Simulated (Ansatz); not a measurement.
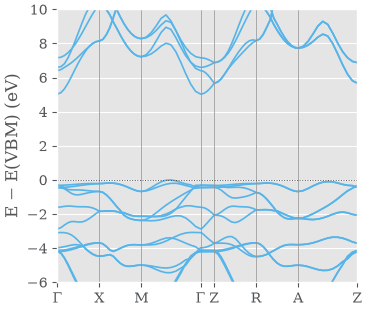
*Band structure from DFT-PBEsol in the program Ansatz with PAW potentials*

**Question.** Read off the gap and where the band edges lie.

**Answer.** About 5.0 eV (5.03 eV by a search for the band edges); maximum on the M–Γ line, 48 % of the way from M, minimum at Γ.

The material is SiO$_{2}$ in space group P4_2/nmc (No. 137; Si on 2a, O on 4d).

The cell is a constructed one: a structure type filled with these elements; neither database checked (COD, Materials Project) lists it. It is not the phase usual at ambient conditions (space group No. 92, 152, 154). The cell was relaxed with PBEsol under the symmetry of its start; of distortions, only those at the zone centre were tested.

Potentials: the later of the program's two PAW sets.
